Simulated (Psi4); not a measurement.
# C3HF3 (3,3,3-trifluoroprop-1-yne) at HF/STO-3G

What is the energy change on altering one bond length of C3HF3 (3,3,3-trifluoroprop-1-yne) at HF/STO-3G? 

The calculation is run with Psi4 1.11.

### Step 1. The structure to begin with

C3HF3: 7 atoms, total charge 0, spin state singlet. SMILES: `C#CC(F)(F)F`. Geometry: relaxed at PBE0-D4/def2-TZVP.

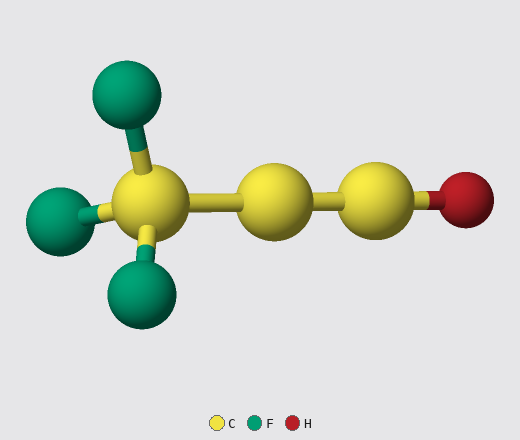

The structure, seen from a chosen angle (carbon yellow, fluorine teal, hydrogen red).

### Step 2. A single-point energy at HF/STO-3G

The input, c3hf3.xyz:

```xyz
7
C3HF3
C      1.240120    -1.224310     0.056870
C      0.389860    -0.384860     0.017830
C     -0.649470     0.641190    -0.029790
F     -1.829820     0.117340    -0.368360
F     -0.353670     1.586810    -0.924540
F     -0.794980     1.236310     1.156350
H      1.997970    -1.972480     0.091640
```

The input, calc.py:

```python
import psi4

psi4.set_memory(2200000000)
psi4.set_num_threads(1)
psi4.set_output_file('output.dat', False)

with open('c3hf3.xyz') as f:
    atoms = ''.join(f.readlines()[2:])
molecule = psi4.geometry('0 1\n' + atoms + 'symmetry c1')

psi4.set_options({
    'basis': 'STO-3G',
    'puream': True,
    'e_convergence': 1e-09,
    'd_convergence': 1e-08,
    'scf_type': 'pk',
})

result, w = psi4.energy("scf", molecule=molecule, return_wfn=True)
psi4.oeprop(w, "MULLIKEN_CHARGES", "QUADRUPOLE", "MAYER_INDICES", title="SCF")
print('E =', round(result, 9))
for k, v in sorted(psi4.core.scalar_variables().items()):
    print(f'{k:45s} {v:18.10f}')
```

Launch:

```bash
$ python calc.py
```

output.dat:

```text
[...]
  Running in c1 symmetry.
[...]
  Nuclear repulsion =  231.021486174478355
[...]
  Multiplicity = 1
[...]
  Nalpha       = 23
  Nbeta        = 23
[...]
    Number of basis functions: 31
[...]
   @RHF iter   1:  -406.62141132420618   -2.52234e+00   1.69186e-02 ADIIS/DIIS
[...]
   @RHF iter  10:  -406.81189859389463   -6.25278e-13   3.89765e-09 DIIS
[...]
    Orbital Energies [Eh]
    ---------------------
    Doubly Occupied:
       1A    -25.980750     2A    -25.980504     3A    -25.980504
       4A    -11.315533     5A    -11.039726     6A    -11.029973
       7A     -1.628287     8A     -1.520927     9A     -1.520926
      10A     -1.010755    11A     -0.880930    12A     -0.745150
      13A     -0.681078    14A     -0.681078    15A     -0.670119
      16A     -0.528744    17A     -0.528743    18A     -0.490064
      19A     -0.474174    20A     -0.474173    21A     -0.453014
      22A     -0.376903    23A     -0.376903
[...]
  @RHF Final Energy:  -406.81189859389463
   => Energetics <=
    Nuclear Repulsion Energy =            231.0214861744783548
    One-Electron Energy =               -1026.9288528865754415
    Two-Electron Energy =                 389.0954681182024615
    Total Energy =                       -406.8118985938946253
[...]
 Multipole Moments:
 ------------------------------------------------------------------------------------
     Multipole            Electronic (a.u.)      Nuclear  (a.u.)        Total (a.u.)
 ------------------------------------------------------------------------------------
 L = 1.  Multiply by 2.5417464519 to convert [e a0] to [Debye]
 Dipole X            :         -3.3743763            3.8209523            0.4465760
 Dipole Y            :          3.3313187           -3.7721937           -0.4408749
 Dipole Z            :         -0.1547242            0.1752039            0.0204797
 Magnitude           :                                                    0.6278696
 L = 2.  Multiply by 1.3450342976 to convert [e a0^2] to [Debye ang]
 Quadrupole XX       :       -183.2739270          163.9570666          -19.3168604
 Quadrupole XY       :         85.7223140          -88.1313961           -2.4090821
[...]
  Mulliken Charges: (a.u.)
   Center  Symbol    Alpha    Beta     Spin     Total
       1     C     3.03502  3.03502  0.00000 -0.07004
       2     C     3.03817  3.03817  0.00000 -0.07634
       3     C     2.76295  2.76295  0.00000  0.47410
       4     F     4.57515  4.57515  0.00000 -0.15031
       5     F     4.57515  4.57515  0.00000 -0.15031
       6     F     4.57515  4.57515  0.00000 -0.15031
       7     H     0.43840  0.43840  0.00000  0.12320
   Total alpha = 23.00000, Total beta = 23.00000, Total charge =  0.00000
  Mayer Bond Indices:
[...]
```

On the terminal:

```text
E = -406.811898594
CURRENT ENERGY                                   -406.8118985939
CURRENT REFERENCE ENERGY                         -406.8118985939
DD SOLVATION ENERGY                                 0.0000000000
HF KINETIC ENERGY                                 402.6620617321
HF POTENTIAL ENERGY                              -809.4739603260
HF TOTAL ENERGY                                  -406.8118985939
HF VIRIAL RATIO                                     2.0103060041
NUCLEAR REPULSION ENERGY                          231.0214861745
ONE-ELECTRON ENERGY                             -1026.9288528866
PCM POLARIZATION ENERGY                             0.0000000000
PE ENERGY                                           0.0000000000
SCF ITERATION ENERGY                             -406.8118985939
SCF ITERATIONS                                     10.0000000000
SCF TOTAL ENERGY                                 -406.8118985939
TWO-ELECTRON ENERGY                               389.0954681182
```

Run time: 1.1 s. Hardware: 1 thread of AMD EPYC 9R45 (Zen 5), shared host; peak memory 0.18 GiB.

### Step 3. The distorted shape: energy and gradient at HF/STO-3G

The input, c3hf3_ase.py:

```python
import numpy as np
from ase.calculators.psi4 import Psi4
from ase import Atoms

mol = Atoms(['C', 'C', 'C', 'F', 'F', 'F', 'H'], positions=[
    [1.283771, -1.402836, -0.298953],
    [0.433511, -0.563386, -0.337993],
    [-0.605819, 0.462664, -0.385613],
    [-1.786169, -0.061186, -0.724183],
    [-0.310019, 1.408284, -1.280363],
    [-0.794980, 1.236310, 1.156350],
    [2.041621, -2.151006, -0.264183],
])
calc = Psi4(atoms=mol, method='scf', basis='STO-3G', memory='2200MB', num_threads=1, charge=0, multiplicity=1, label='calc')
calc.psi4.set_options({'puream': True, 'e_convergence': 1e-09, 'd_convergence': 1e-08, 'scf_type': 'pk'})
mol.calc = calc

forces = mol.get_forces()
print(f'energy: {mol.get_potential_energy():.6f} eV')
print('forces / eV A^-1')
print(np.round(forces, 5))
```

Launch:

```bash
$ python c3hf3_ase.py
```

calc.dat:

```text
[...]
  Running in c1 symmetry.
[...]
  Nuclear repulsion =  218.459156736790419
[...]
  Multiplicity = 1
[...]
  Nalpha       = 23
  Nbeta        = 23
[...]
    Number of basis functions: 31
[...]
   @RHF iter   1:  -406.45275764620737   -2.76857e+00   1.82140e-02 DIIS/ADIIS
[...]
   @RHF iter  12:  -406.74076296487652   -2.78533e-12   6.44294e-09 DIIS
[...]
    Orbital Energies [Eh]
    ---------------------
    Doubly Occupied:
       1A    -26.005746     2A    -26.005589     3A    -25.916754
       4A    -11.277156     5A    -11.045577     6A    -11.038394
       7A     -1.605100     8A     -1.529547     9A     -1.414264
      10A     -1.013040    11A     -0.879380    12A     -0.722766
      13A     -0.667463    14A     -0.651790    15A     -0.643684
      16A     -0.528809    17A     -0.499850    18A     -0.495607
      19A     -0.458956    20A     -0.455589    21A     -0.410417
      22A     -0.381213    23A     -0.361008
[...]
  @RHF Final Energy:  -406.74076296487652
   => Energetics <=
    Nuclear Repulsion Energy =            218.4591567367904190
    One-Electron Energy =               -1002.3844411017055336
    Two-Electron Energy =                 377.1845214000385909
    Total Energy =                       -406.7407629648765237
[...]
 Multipole Moments:
 ------------------------------------------------------------------------------------
     Multipole            Electronic (a.u.)      Nuclear  (a.u.)        Total (a.u.)
 ------------------------------------------------------------------------------------
 L = 1.  Multiply by 2.5417464519 to convert [e a0] to [Debye]
 Dipole X            :         -3.3815090            3.8454341            0.4639251
 Dipole Y            :          3.3484811           -3.8723206           -0.5238395
 Dipole Z            :         -0.1283097           -0.0243606           -0.1526703
 Magnitude           :                                                    0.7162000
[...]
  -Total Gradient:
     Atom            X                  Y                   Z
    ------   -----------------  -----------------  -----------------
       1        0.049864106465    -0.049306217606     0.002103042784
       2       -0.075017482318     0.068773190251    -0.017427399942
       3        0.016625632037    -0.071657689619    -0.145194590143
       4        0.037104881624     0.009519677106    -0.004469552427
       5       -0.008153364657    -0.035532541673     0.012582874337
       6       -0.018197148260     0.075815166366     0.152009972358
       7       -0.002226624891     0.002388415175     0.000395653033
[...]
```

Standard output:

```text
energy: -11067.979913 eV
forces / eV A^-1
[[-2.56412  2.53543 -0.10814]
 [ 3.85755 -3.53646  0.89615]
 [-0.85492  3.68479  7.46621]
 [-1.90801 -0.48952  0.22983]
 [ 0.41926  1.82716 -0.64704]
 [ 0.93573 -3.89857 -7.81667]
 [ 0.1145  -0.12282 -0.02035]]
```

Run time: 1.2 s. Hardware: 1 thread of AMD EPYC 9R45 (Zen 5), shared host; peak memory 0.19 GiB.

### Step 4. Summary of results

At HF/STO-3G:

```
                                                         quantity          value
                                        first shape: total energy  -406.81190 Eh
                                       first shape: dipole moment         1.60 D
                                         first shape: HOMO energy      -10.26 eV
                                         first shape: LUMO energy        9.12 eV
                                       first shape: HOMO–LUMO gap       19.38 eV
                                    distorted shape: total energy  -406.74076 Eh
                                   distorted shape: dipole moment         1.82 D
                                     distorted shape: HOMO energy       -9.82 eV
                                     distorted shape: LUMO energy        6.96 eV
                                   distorted shape: HOMO–LUMO gap       16.79 eV
                        distorted shape: largest force on an atom     8.785 eV/Å
energy change with the C3–F6 bond stretched from 1.335 to 1.735 Å       1.936 eV
```

With the C3–F6 bond stretched from 1.335 to 1.735 Å the energy rises by 1.94 eV (45 kcal/mol). The first shape isn't relaxed at this level, so the change isn't measured from a minimum. The minimal basis adds a large error of its own. Mulliken charges (first shape) run from -0.15 on F4 to +0.47 on C3.
